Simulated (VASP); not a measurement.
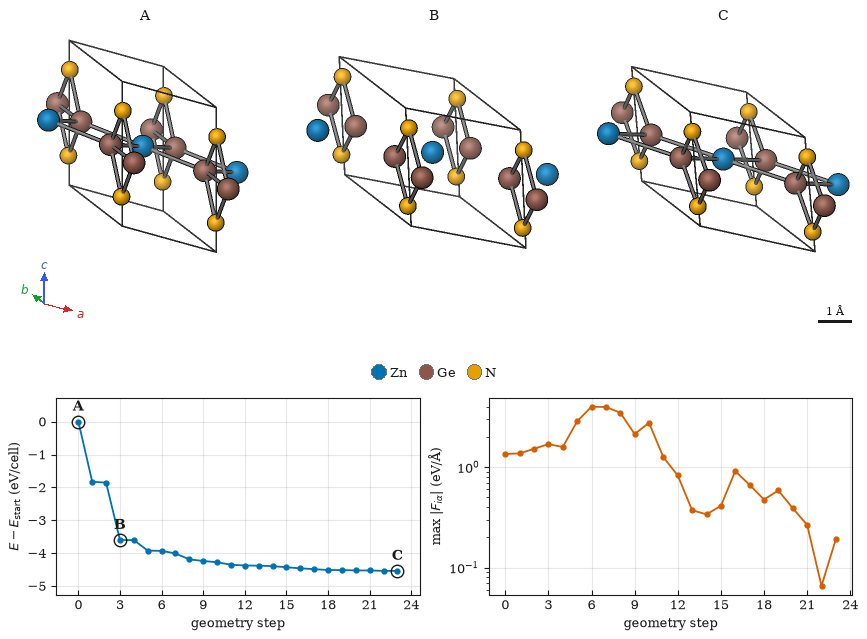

Frames of a relaxation of a crystal of ZnGe₂N₂ (a generated structure, set up in P2/m), marked on the history of the run. Style: ball-and-stick. Shown: the cell of the calculation, slightly off an axis.

The run lets cell and atoms move.

The calculation used Kohn-Sham DFT of a periodic cell, PBE, VASP PAW PBE potentials, recommended in VASP.

Input file:
```
SYSTEM = ZnGe2N2
  PREC = Normal
  ENCUT = 520
  EDIFF = 1E-4
  ISMEAR = 0
  SIGMA = 0.15
  LREAL = .False.
  LASPH = .True.
  NELM = 60
  ALGO = Fast
  ISIF = 3
  LWAVE = .False.
  LCHARG = .False.
  GGA = PE
  IBRION = 2
  NSW = 24
  EDIFFG = -0.08
```

Run as
```bash
cat potpaw_PBE.64/Zn/POTCAR potpaw_PBE.64/Ge_d/POTCAR potpaw_PBE.64/N/POTCAR > POTCAR
mpirun -np 1 vasp_std > vasp.out
```

Q: What happens along the run?

A: The relaxation stopped without meeting its thresholds, so the last structure isn't shown to be converged. The largest moves relative to the cell, 0.15 Å, are those of Ge atoms. By element the largest moves are Ge 0.15 Å, N 0.11 Å. Zn stays in place. The drawn cell changes as follows: a 3.216 → 3.860 Å (+20.0 %), b 5.736 → 6.319 Å (+10.2 %), c 4.604 → 3.669 Å (−20.3 %), β 108.8° → 111.1°; the volume changes by +3.9 %. Some distances before and after: N–N 1.874 → 1.276 Å, Ge–Ge 2.557 → 3.114 Å, Ge–Zn 2.261 → 2.508 Å, Ge–N 1.870 → 1.964 Å. New bonds form: N–N (1.87 → 1.28 Å). Among the angles between lasting bonds that change: N–Ge–N 93.8° → 75.1°, Ge–N–Ge 86.2° → 104.9°, Zn–Ge–Zn 90.7° → 100.6°. The space group stays P2/m (No. 10). Over 23 geometry steps the energy falls by 4.541 eV per cell of the calculation. The largest force component goes from 1.4 to 0.19 eV/Å. Pressure: 16.64 GPa at the start and 0.13 GPa at the end. From step 0 to 3: N atoms move most (0.13 Å), volume +23.2 %, energy −3.600 eV per cell of the calculation. From step 3 to 23: Ge atoms move most (0.26 Å), volume −15.7 %, energy −0.941 eV per cell of the calculation.

```tsv
step	E − E(0), meV/atom	largest force component, eV/Å	pressure, GPa	volume, Å³/atom
0	0.00	1.3507	16.64	16.075
1	-365.41	1.3708	-7.54	20.109
2	-371.30	1.5237	-8.77	20.863
3	-720.01	1.6941	-3.02	19.811
4	-720.66	1.5884	-3.83	19.871
5	-784.36	2.8549	-1.19	18.502
6	-786.25	3.9981	0.09	18.211
7	-801.54	3.9724	-0.19	17.979
8	-838.16	3.4862	0.89	17.291
9	-847.34	2.1354	4.34	15.965
10	-855.57	2.7627	2.49	16.554
11	-870.23	1.2556	1.23	16.669
12	-875.09	0.8264	-0.67	16.874
13	-876.11	0.3720	-0.31	16.820
14	-878.91	0.3389	-0.75	16.830
15	-885.77	0.4113	0.28	16.858
16	-892.23	0.9125	1.20	16.907
17	-897.19	0.6657	0.45	17.005
18	-902.63	0.4757	-0.43	17.226
19	-902.79	0.5860	-1.54	17.291
20	-905.11	0.3896	-1.94	17.238
21	-905.15	0.2662	-2.05	17.245
22	-907.73	0.0657	-1.07	16.991
23	-908.20	0.1920	0.13	16.701
```
